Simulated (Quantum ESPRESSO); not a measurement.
**How far to go with shifted k-point meshes: Sb (R-3m, 2 atoms in the cell)**

```
CELL_PARAMETERS angstrom
      2.16578    -1.25041     3.77545
      0.00000     2.50082     3.77545
     -2.16578    -1.25041     3.77545
ATOMIC_POSITIONS crystal
  Sb 0.23791 0.23791 0.23791
  Sb 0.76650 0.76650 0.76650
```

Computed with PBEsol, PSlibrary PAW (PBE) pseudopotentials (plane waves; Quantum ESPRESSO 7.5).

Base settings: ecutwfc = 30 Ry; ecutrho = 180 Ry; occupations = smearing; smearing = fd; degauss = 0.0073499 Ry; input_dft = pbesol; potentials = {Sb: Sb.pbe-n-kjpaw_psl.1.0.0.UPF}; K_POINTS = automatic 9 9 9 0 0 0; conv_thr = 1e-11 Ry.

Only quantities that move along the ladder and can be compared are tabulated.

The count of work is k-points × plane waves × bands × iterations; it is no time. 

The starting cell has typed, rounded lattice constants, without a prior relaxation at this level. Its lattice was rescaled by up to half a per cent. One atom was moved a little off its site on purpose.

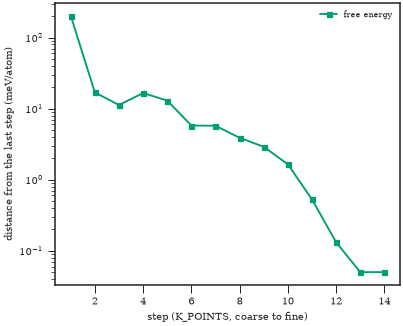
Figure. Distance from the last step along the ladder; very small values are drawn at a floor.

```tsv
K_POINTS	free energy less the last step's (meV/atom)	pressure (GPa)	largest difference of a force vector from the last step's (eV/Å)	count of work / last
automatic 2 2 2 1 1 1	-204.17	-0.26	0.353	0.00080
automatic 3 3 3 1 1 1	16.94	-1.28	0.693	0.0024
automatic 4 4 4 1 1 1	-11.25	-1.36	0.278	0.0040
automatic 5 5 5 1 1 1	-16.60	-1.44	0.196	0.0076
automatic 6 6 6 1 1 1	-13.00	-1.60	0.082	0.011
automatic 7 7 7 1 1 1	-5.79	-1.58	0.062	0.018
automatic 8 8 8 1 1 1	-5.75	-1.55	0.040	0.024
automatic 9 9 9 1 1 1	-3.89	-1.58	0.019	0.034
automatic 10 10 10 1 1 1	-2.91	-1.59	0.013	0.039
automatic 12 12 12 1 1 1	-1.65	-1.58	0.000	0.073
automatic 15 15 15 1 1 1	-0.53	-1.58	0.003	0.14
automatic 18 18 18 1 1 1	-0.13	-1.58	0.003	0.23
automatic 22 22 22 1 1 1	0.01	-1.57	0.002	0.41
automatic 27 27 27 1 1 1	0.01	-1.57	0.000	0.74
automatic 30 30 30 1 1 1	0.00	-1.57	0.000	1.0
```

Coarsest K_POINTS that holds the pressure within 0.5 GPa of the last step, with all finer ones: automatic 3 3 3 1 1 1, at 0.0024 of the last step's count of work; the step before is off by 1.3 GPa.

Coarsest K_POINTS that holds the free energy within 1 meV/atom of the last step, with all finer ones: automatic 15 15 15 1 1 1, at 0.14 of the last step's count of work; the step before is off by 1.6 meV/atom.

Coarsest K_POINTS that holds the forces within 0.01 eV/Å of the last step, with all finer ones: automatic 12 12 12 1 1 1, at 0.073 of the last step's count of work; the step before is off by 0.013 eV/Å.

Two neighbours can agree and both be off: automatic 7 7 7 1 1 1 and automatic 8 8 8 1 1 1 differ by 0.04 meV/atom in the free energy, yet lie about 5.7 meV/atom from the last step.
